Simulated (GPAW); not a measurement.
**Screening of a field by a 8-layer slab of W(100)**

How does a 8-layer slab of W(100) screen a perpendicular field?

Main program and level: GPAW 26.7.0; GPAW, PAW setups; slab in vacuum, relaxation, in the first sound run; inputs show where later runs differ.

## Step 1: Starting point

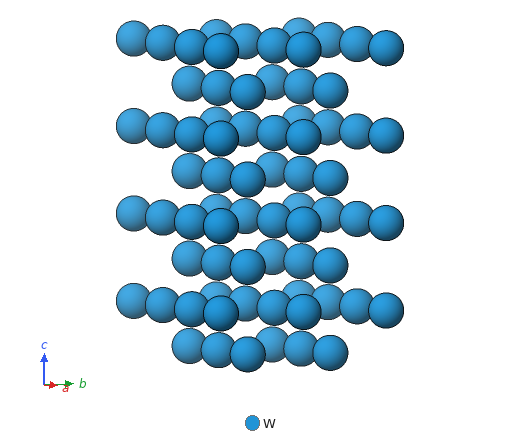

The starting structure, seen from the side, with the c axis up (tungsten blue). 3×2×1 cells are drawn. Some periodic images of atoms are drawn too.

The cell holds 8 atoms: 8 W. Cell: a = 3.160 Å, b = 3.160 Å, c = 29.060 Å, α = 90.0°, β = 90.0°, γ = 90.0°. Vacuum lies along c.

## Step 2: Relaxation

Forces are removed first; all later runs use this geometry. The lowest 4 atoms are held at bulk positions and keep their forces.

run.py reads:

```python
import json
import numpy as np
from ase import Atoms
from ase.constraints import FixAtoms
from ase.optimize import BFGS
from gpaw import GPAW, PW

slab = Atoms(
    ['W', 'W', 'W', 'W', 'W', 'W', 'W', 'W'],
    positions=[
        [1.58000, 1.58000, 9.00000],
        [0.00000, 0.00000, 10.58000],
        [1.58000, 1.58000, 12.16000],
        [0.00000, 0.00000, 13.74000],
        [1.58000, 1.58000, 15.32000],
        [0.00000, 0.00000, 16.90000],
        [1.58000, 1.58000, 18.48000],
        [0.00000, 0.00000, 20.06000]],
    cell=[[3.16, 0.0, 0.0], [0.0, 3.16, 0.0], [0.0, 0.0, 29.06]],
    pbc=[True, True, False])

slab.calc = GPAW(mode=PW(400), xc='PBE', kpts={'size': (10, 10, 1), 'gamma': True},
                 occupations={'name': 'fermi-dirac', 'width': 0.1}, nbands='160%',
                 convergence={'density': 1e-05}, maxiter=200,
                 poissonsolver={'dipolelayer': 'xy'},
                 symmetry={'tolerance': 1e-3, 'extra_ids': [1, 1, 1, 1, 0, 0, 0, 0]}, txt='slab.txt')
result = {}
slab.set_constraint(FixAtoms([0, 1, 2, 3]))
path = []
opt = BFGS(slab, maxstep=0.2)
opt.attach(lambda: path.append((slab.get_potential_energy(), slab.positions.tolist(), slab.get_forces().tolist())))
result['relaxed'] = bool(opt.run(fmax=0.03, steps=40))
result['path'] = path
energy = slab.get_potential_energy()
fermi = slab.calc.get_fermi_level()
v = slab.calc.get_electrostatic_potential().mean((0, 1)) - fermi
n = slab.calc.get_pseudo_density().mean((0, 1))
L = slab.cell[2, 2]
z = np.arange(len(v)) * L / len(v)
low, high = slab.positions[:, 2].min(), slab.positions[:, 2].max()
below, above = np.interp([low - 6.8, high + 6.8], z, v)
slopes = [np.interp(x, z, np.gradient(v, z)) for x in (low - 6.8, high + 6.8)]
eps = np.array([[slab.calc.get_eigenvalues(k, s) for k in range(len(slab.calc.get_ibz_k_points()))]
                for s in range(slab.calc.get_number_of_spins())]) - fermi
top, bottom = eps[eps < 0].max(), eps[eps > 0].min()
dipole = slab.get_dipole_moment()[2]
print(f'energy {energy:.4f} eV, Fermi level {fermi:.4f} eV, dipole {dipole:.5f} e A')
print(f'potential 6.8 A off the faces, from the Fermi level: lower {below:.4f} eV, upper {above:.4f} eV')
print(f'slope of the potential there: lower {slopes[0]:.5f}, upper {slopes[1]:.5f} eV/A')
print(f'nearest levels on the mesh: {top:.4f} and {bottom:.4f} eV')
print('magnetic moment', round(slab.get_magnetic_moment(), 3))
result.update(energy=energy, fermi=fermi, dipole=dipole, below=below, above=above, slopes=slopes, edges=[top, bottom],
              z=z.tolist(), v=v.tolist(), n=n.tolist(), positions=slab.positions.tolist(),
              forces=slab.get_forces(apply_constraint=False).tolist(), moments=slab.get_magnetic_moments().tolist())
json.dump(result, open('result.json', 'w'))
```

Command:

```bash
$ OMP_NUM_THREADS=1 OPENBLAS_NUM_THREADS=1 python run.py
```

The log of the run:

```text
Step          Energy          fmax
BFGS:    0      -87.346985        1.662287
BFGS:    1      -87.404384        1.181268
BFGS:    2      -87.465648        0.374633
BFGS:    3      -87.469798        0.238383
BFGS:    4      -87.471302        0.149413
BFGS:    5      -87.472706        0.036555
BFGS:    6      -87.472743        0.021383
energy -87.3545 eV, Fermi level 4.0676 eV, dipole 0.00395 e A
potential 6.8 A off the faces, from the Fermi level: lower 4.2035 eV, upper 4.1188 eV
slope of the potential there: lower 0.00003, upper -0.00001 eV/A
nearest levels on the mesh: -0.0077 and 0.0162 eV
magnetic moment 0.0
```

Elapsed: 20 min, on 1 thread of Intel Xeon 6975P-C (Granite Rapids), shared host; peak memory 0.39 GiB.

Relaxation path:

```
step  energy less that of the first step (eV)  largest force (eV/Å)
   1                                   0.0000                1.6623
   2                                  -0.0588                1.1813
   3                                  -0.1229                0.3746
   4                                  -0.1269                0.2384
   5                                  -0.1286                0.1494
   6                                  -0.1303                0.0366
   7                                  -0.1303                0.0214
```

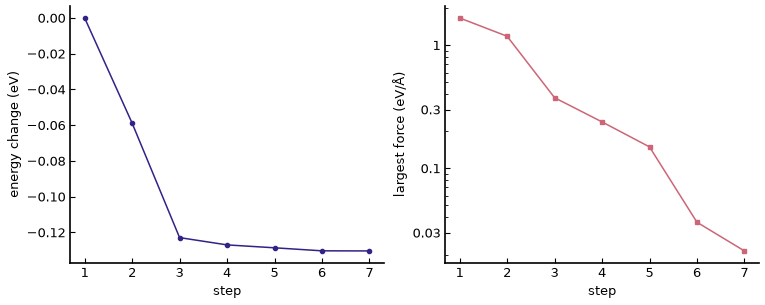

Energy and largest force along the relaxation.

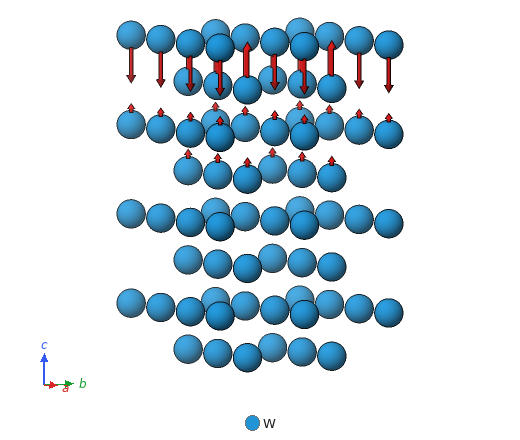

Displacements in the relaxation, exaggerated; the longest in the cell stands for 0.08 Å. 3×2×1 cells are drawn. Some periodic images of atoms are drawn too.

The atoms that moved most (Å):

```csv
atom,dx,dy,dz,length
W7,0.000,0.000,0.077,0.077
W8,0.000,0.000,-0.077,0.077
W5,0.000,0.000,0.022,0.022
W6,0.000,0.000,0.021,0.021
```

Final coordinates:

```
W
1.0
     3.16000    0.00000    0.00000
     0.00000    3.16000    0.00000
     0.00000    0.00000   29.06000
W
8
Direct
  0.50000 0.50000 0.30970
  0.00000 0.00000 0.36407
  0.50000 0.50000 0.41844
  0.00000 0.00000 0.47281
  0.50000 0.50000 0.52793
  0.00000 0.00000 0.58226
  0.50000 0.50000 0.63859
  0.00000 0.00000 0.68763
```

This step gave:

```yaml
dipole_along_the_normal: 0.003951 e·Å
levels_nearest_the_fermi_level_on_the_mesh: -0.007745, 0.01617 eV from the Fermi level
upper_work_function: 4.119 eV
lower_work_function: 4.204 eV
```

The electrostatic potential energy of an electron (without an applied field's), less the Fermi level, planar mean oscillates, so the rows of the table below give means over windows of 1.61 Å about each position, cut where the curve ends. Its maxima inside the range that stand out by 2 % of the span (Å: eV): 9.8: -8.51, 11.4: -9.13, 12.9: -9.04, 14.5: -8.63, 16.1: -8.97, 17.8: -8.18, 19.3: -11.4. Its minima: 9.0: -19.9, 10.5: -20.6, 12.2: -20.7, 13.8: -20.5, 15.4: -20.5, 16.9: -20.5, 18.6: -20.7, 19.9: -20.2.

Electrostatic potential energy of an electron (without an applied field's), less the Fermi level, planar mean against z; means over each step:

```
z (Å)  electrostatic potential energy of an electron (without an applied field's), less the Fermi level, planar mean (eV)
 0.81                                                                                                                4.20
 2.42                                                                                                                4.20
 4.02                                                                                                                4.20
 5.63                                                                                                                4.16
 7.24                                                                                                                2.76
 8.85                                                                                                               -12.5
10.46                                                                                                               -14.4
12.07                                                                                                               -14.5
13.68                                                                                                               -14.4
15.29                                                                                                               -14.4
16.90                                                                                                               -14.3
18.51                                                                                                               -14.8
20.12                                                                                                               -12.9
21.73                                                                                                                2.70
23.34                                                                                                                4.08
24.95                                                                                                                4.12
26.56                                                                                                                4.12
28.17                                                                                                                4.12
```

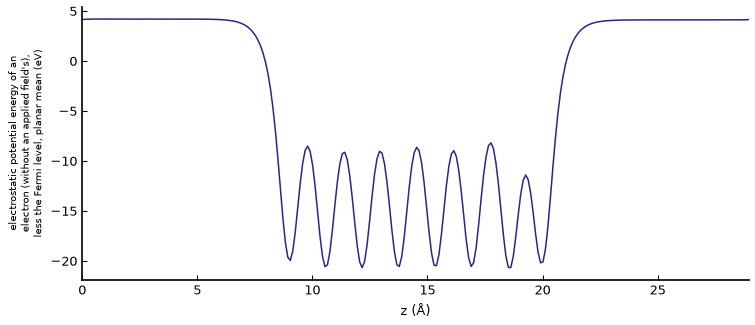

Electrostatic potential energy of an electron (without an applied field's), less the Fermi level, planar mean against z.

The pseudo valence density, planar mean oscillates, so the rows of the table below give means over windows of 1.51 Å about each position, cut where the curve ends. Its maxima inside the range that stand out by 2 % of the span (Å: e/Å³): 9.0: 1.34, 10.5: 1.36, 12.1: 1.32, 13.8: 1.36, 15.3: 1.35, 17.0: 1.33, 18.5: 1.37, 20.0: 1.36. Its minima: 9.7: 0.546, 11.4: 0.522, 12.9: 0.522, 14.6: 0.521, 16.1: 0.521, 17.7: 0.493, 19.4: 0.659.

Table of pseudo valence density, planar mean by z; means over each step:

| z (Å) | pseudo valence density, planar mean (e/Å³) |
| --- | --- |
| 3.78 | 1.7e-5 |
| 5.29 | 5.0e-4 |
| 6.80 | 0.0138 |
| 8.31 | 0.506 |
| 9.82 | 0.865 |
| 11.33 | 0.866 |
| 12.84 | 0.871 |
| 14.35 | 0.860 |
| 15.86 | 0.880 |
| 17.37 | 0.859 |
| 18.88 | 0.960 |
| 20.39 | 0.719 |
| 21.90 | 0.0262 |
| 23.41 | 9.4e-4 |
| 24.92 | 3.4e-5 |

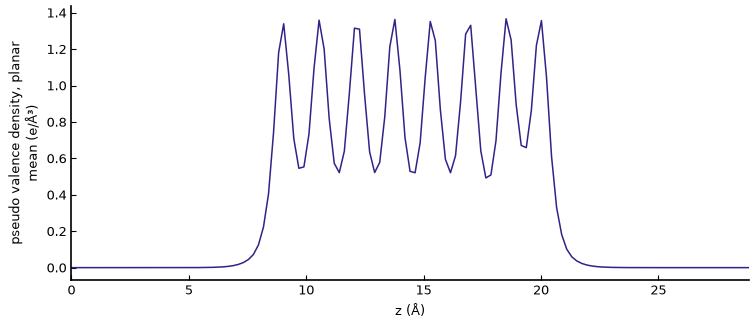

Pseudo valence density, planar mean against z.

The relaxation lowered the energy of the cell by 0.130 eV (energies extrapolated to zero smearing; the optimiser's log prints free energies). The largest force left on a free atom is 0.021 eV/Å.

## Step 3: Plane waves, PBE

The work function is the vacuum plateau of the electrostatic potential less the Fermi level; a dipole layer lets the two faces have plateaus of their own.

This step: GPAW, PAW setups; slab in vacuum (GPAW 26.7.0).

run.py, as its differences from that of step 2:

```diff
@@ -3,4 +3,2 @@
 from ase import Atoms
-from ase.constraints import FixAtoms
-from ase.optimize import BFGS
 from gpaw import GPAW, PW
@@ -14,6 +12,6 @@
         [0.00000, 0.00000, 13.74000],
-        [1.58000, 1.58000, 15.32000],
-        [0.00000, 0.00000, 16.90000],
-        [1.58000, 1.58000, 18.48000],
-        [0.00000, 0.00000, 20.06000]],
+        [1.58000, 1.58000, 15.34151],
+        [-0.00000, -0.00000, 16.92056],
+        [1.58000, 1.58000, 18.55746],
+        [-0.00000, 0.00000, 19.98260]],
     cell=[[3.16, 0.0, 0.0], [0.0, 3.16, 0.0], [0.0, 0.0, 29.06]],
@@ -25,10 +23,4 @@
                  poissonsolver={'dipolelayer': 'xy'},
-                 symmetry={'tolerance': 1e-3, 'extra_ids': [1, 1, 1, 1, 0, 0, 0, 0]}, txt='slab.txt')
+                 symmetry={'tolerance': 1e-3}, txt='slab.txt')
 result = {}
-slab.set_constraint(FixAtoms([0, 1, 2, 3]))
-path = []
-opt = BFGS(slab, maxstep=0.2)
-opt.attach(lambda: path.append((slab.get_potential_energy(), slab.positions.tolist(), slab.get_forces().tolist())))
-result['relaxed'] = bool(opt.run(fmax=0.03, steps=40))
-result['path'] = path
 energy = slab.get_potential_energy()
```

The log of the run:

```text
energy -87.3545 eV, Fermi level 4.0674 eV, dipole 0.00491 e A
potential 6.8 A off the faces, from the Fermi level: lower 4.2039 eV, upper 4.1193 eV
slope of the potential there: lower -0.00004, upper 0.00008 eV/A
nearest levels on the mesh: -0.0077 and 0.0162 eV
magnetic moment 0.0
```

Elapsed: 4.4 min, on 1 thread; peak memory 0.39 GiB.

Numbers from this step:

- dipole along the normal: 0.004910 e·Å
- levels nearest the Fermi level on the mesh: -0.007743, 0.01617 eV from the Fermi level

The electrostatic potential energy of an electron (without an applied field's), less the Fermi level, planar mean oscillates, so the rows of the table below give means over windows of 1.61 Å about each position, cut where the curve ends. Its maxima inside the range that stand out by 2 % of the span (Å: eV): 9.8: -8.51, 11.4: -9.13, 12.9: -9.04, 14.5: -8.63, 16.1: -8.97, 17.8: -8.18, 19.3: -11.4. Its minima: 9.0: -19.9, 10.5: -20.6, 12.2: -20.7, 13.8: -20.5, 15.4: -20.5, 16.9: -20.5, 18.6: -20.7, 19.9: -20.2.

Electrostatic potential energy of an electron (without an applied field's), less the Fermi level, planar mean against z; means over each step:

(Unchanged from step 2.)

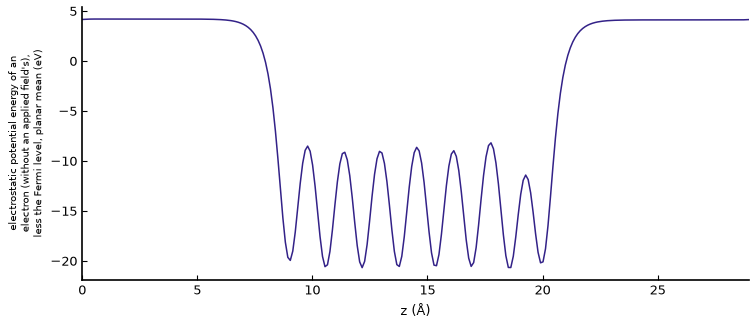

Electrostatic potential energy of an electron (without an applied field's), less the Fermi level, planar mean, plotted against z.

The pseudo valence density, planar mean oscillates, so the rows of the table below give means over windows of 1.51 Å about each position, cut where the curve ends. Its maxima inside the range that stand out by 2 % of the span (Å: e/Å³): 9.0: 1.34, 10.5: 1.36, 12.1: 1.32, 13.8: 1.36, 15.3: 1.35, 17.0: 1.33, 18.5: 1.37, 20.0: 1.36. Its minima: 9.7: 0.546, 11.4: 0.522, 12.9: 0.522, 14.6: 0.521, 16.1: 0.521, 17.7: 0.493, 19.4: 0.659.

Pseudo valence density, planar mean against z; means over each step:

(Unchanged from step 2.)

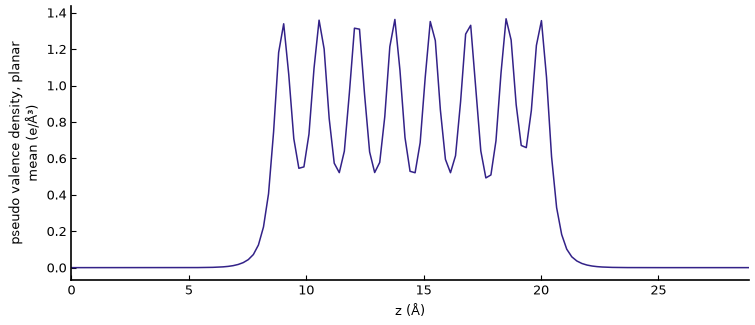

Pseudo valence density, planar mean, plotted against z.

Force by atom:

```
atom  x (eV/Å)  y (eV/Å)  z (eV/Å)  size
  W1      0.00      0.00      1.37  1.37
  W2      0.00      0.00     -1.71  1.71
  W3      0.00      0.00      0.09  0.09
  W4      0.00      0.00      0.20  0.20
  W5      0.00      0.00     -0.01  0.01
  W6      0.00      0.00      0.02  0.02
  W7      0.00      0.00      0.02  0.02
  W8      0.00      0.00      0.02  0.02
```

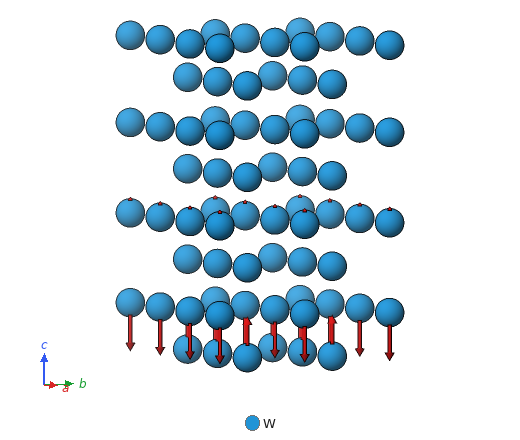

Force as arrows, the longest 1.71 eV/Å. 3×2×1 cells are drawn. Some periodic images of atoms are drawn too.

The potential is flat to 7.9e-5 eV/Å where it is read, so the vacuum is wide enough.

## Step 4: In a field

A uniform field along the normal polarises the slab; the atoms stay fixed, so this is the electronic response alone.

run.py, as its differences from that of step 3:

```diff
@@ -4,2 +4,3 @@
 from gpaw import GPAW, PW
+from gpaw.external import ConstantElectricField
 
@@ -23,2 +24,3 @@
                  poissonsolver={'dipolelayer': 'xy'},
+                 external=ConstantElectricField(-0.2, [0, 0, 1]),
                  symmetry={'tolerance': 1e-3}, txt='slab.txt')
```

The log of the run:

```text
energy -87.3703 eV, Fermi level 4.0682 eV, dipole -0.16272 e A
potential 6.8 A off the faces, from the Fermi level: lower 2.6863 eV, upper 5.6349 eV
slope of the potential there: lower -0.00004, upper 0.00012 eV/A
nearest levels on the mesh: -0.0067 and 0.0165 eV
magnetic moment 0.0
```

Elapsed: 7.2 min, on 1 thread; peak memory 0.74 GiB.

Numbers from this step:

```yaml
dipole_along_the_normal: -0.1627 e·Å
levels_nearest_the_fermi_level_on_the_mesh: -0.006656, 0.01651 eV from the Fermi level
potential_below_the_slab_the_applied_field_s_own_ramp_left_out: 2.686 eV from the Fermi level
potential_above_the_slab_the_applied_field_s_own_ramp_left_out: 5.635 eV from the Fermi level
```

The electrostatic potential energy of an electron (without an applied field's), less the Fermi level, planar mean oscillates, so the rows of the table below give means over windows of 1.61 Å about each position, cut where the curve ends. Its maxima inside the range that stand out by 2 % of the span (Å: eV): 9.8: -9.46, 11.4: -9.75, 12.9: -9.36, 14.5: -8.63, 16.1: -8.64, 17.8: -7.54, 19.3: -10.5, 28.6: 5.63. Its minima: 9.0: -21.0, 10.5: -21.4, 12.2: -21.1, 13.8: -20.7, 15.4: -20.3, 16.9: -20.1, 18.5: -19.9, 19.9: -19.1.

Electrostatic potential energy of an electron (without an applied field's), less the Fermi level, planar mean against z; means over each step:

```
z (Å)  electrostatic potential energy of an electron (without an applied field's), less the Fermi level, planar mean (eV)
 0.81                                                                                                                2.86
 2.42                                                                                                                2.69
 4.02                                                                                                                2.69
 5.63                                                                                                                2.65
 7.24                                                                                                                1.33
 8.85                                                                                                               -13.6
10.46                                                                                                               -15.2
12.07                                                                                                               -15.0
13.68                                                                                                               -14.6
15.29                                                                                                               -14.2
16.90                                                                                                               -13.9
18.51                                                                                                               -14.0
20.12                                                                                                               -11.8
21.73                                                                                                                4.11
23.34                                                                                                                5.58
24.95                                                                                                                5.63
26.56                                                                                                                5.63
28.17                                                                                                                5.54
```

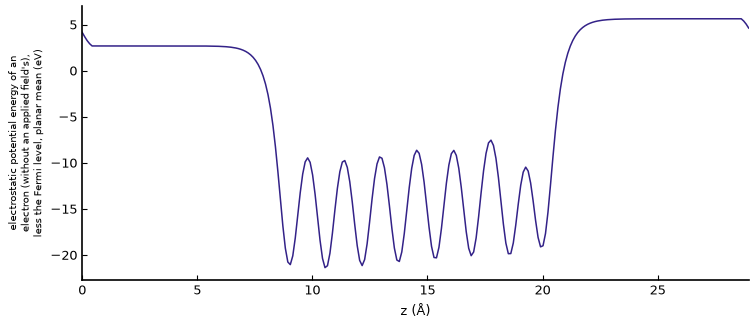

Electrostatic potential energy of an electron (without an applied field's), less the Fermi level, planar mean against z.

Force by atom:

```csv
atom,x (eV/Å),y (eV/Å),z (eV/Å),size
W1,0.00,0.00,1.38,1.38
W2,0.00,0.00,-1.72,1.72
W3,0.00,0.00,0.09,0.09
W4,0.00,0.00,0.20,0.20
W5,0.00,0.00,0.00,0.00
W6,0.00,0.00,0.02,0.02
W7,0.00,0.00,0.02,0.02
W8,0.00,0.00,0.02,0.02
```

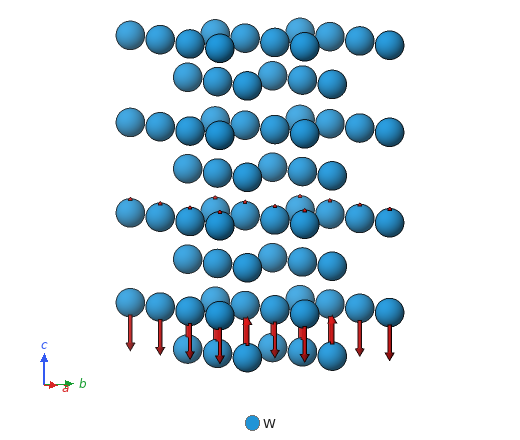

Force as arrows, the longest 1.72 eV/Å. 3×2×1 cells are drawn. Some periodic images of atoms are drawn too.

The dipole is now -0.163 e Å, against 0.0049 in the run without a field.

[end of part 1 of 2]

[Logs are printed without paths, hosts, clocks, repeated set-up lines and the standing remarks that a program may print on its own settings, such as how far it seeks lower states.]

[Hosts, paths, dates, database ids (printed as entryN), source tags and the programs' standing remarks are cut or masked in the printed files.]
